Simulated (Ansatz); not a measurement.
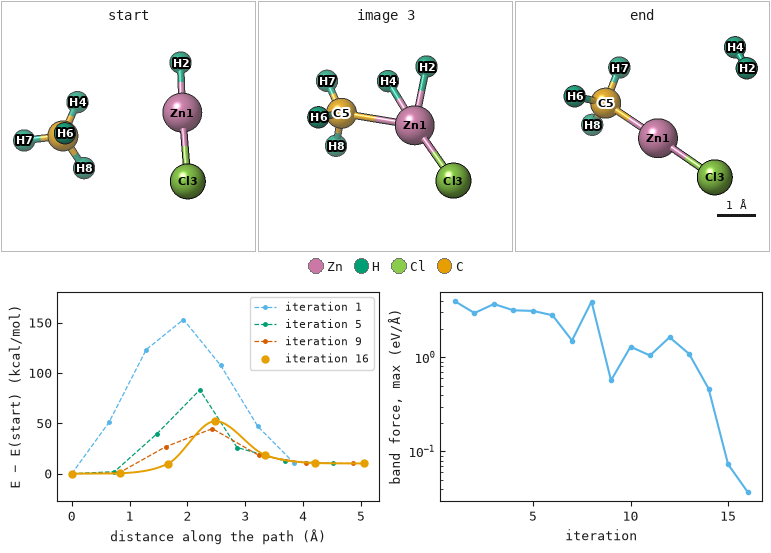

A nudged-elastic-band calculation for CH5ClZn, made up at the start of ZnHCl and CH4. Images are numbered from 0 (start) to 6 (end). The plot follows the band through its iterations. A ball-and-stick model, seen at a tilt.

The calculation used Ansatz 0.2.0, RKS PBE0-D4/def2-SVP.

The input:
```yaml
crystal:
  periodic: [false, false, false]
  atoms:
    - {symbol: Zn, position_ang: [-1.060621, -1.248638, -1.294684]}
    - {symbol: H, position_ang: [-0.192159, -2.467032, -1.022823]}
    - {symbol: Cl, position_ang: [-2.307293, 0.391698, -1.726163]}
    - {symbol: H, position_ang: [1.114282, -0.339676, 0.649233]}
    - {symbol: C, position_ang: [0.710335, 0.661675, 0.805709]}
    - {symbol: H, position_ang: [-0.285466, 0.599607, 1.245347]}
    - {symbol: H, position_ang: [1.367433, 1.204186, 1.485281]}
    - {symbol: H, position_ang: [0.653487, 1.198080, -0.141798]}
basis:
  gaussian: {orbitals: def2-SVP}
hamiltonian: {xc: pbe0, dispersion: d4}
neb:
  images: 5
  climbing: true
  max_iterations: 40
  initial_path: idpp
  final_atoms:
    - {symbol: Zn, position_ang: [-0.846909, 0.357243, -0.536683]}
    - {symbol: H, position_ang: [0.150226, -2.505215, -0.836379]}
    - {symbol: Cl, position_ang: [-2.181568, -0.505085, -1.926166]}
    - {symbol: H, position_ang: [0.729494, -2.476114, -0.364459]}
    - {symbol: C, position_ang: [0.358754, 1.163757, 0.728949]}
    - {symbol: H, position_ang: [-0.183754, 1.485156, 1.619746]}
    - {symbol: H, position_ang: [1.125410, 0.446689, 1.027743]}
    - {symbol: H, position_ang: [0.848348, 2.033472, 0.287350]}
```

Command:
```bash
ansatz run in.yaml --threads 4 --pin off --events-out ev --progress --plain --max-ram 9574MiB
```

Judge this run.

Answer. The run is converged, with reservations. The band converged in 16 iterations. The largest component of the band force went from 3.9 to 0.037 eV/Å. The climbing image converged on the top of the path. Its curvatures weren't checked. The largest force component is 0.28 eV/Å at the start and 0.41 eV/Å at the end; an end with forces this large is no minimum, and the barrier measured from it can be far off. The first iteration put the highest image at 153.2 kcal/mol. The highest point, image 3, lies 52.2 kcal/mol above the start and 42.0 kcal/mol above the end; the end is at +10.2 kcal/mol relative to the start.

Limits of the set-up: the start holds two separate molecules, 3.0 Å apart at their closest, whose relative position is a soft coordinate.
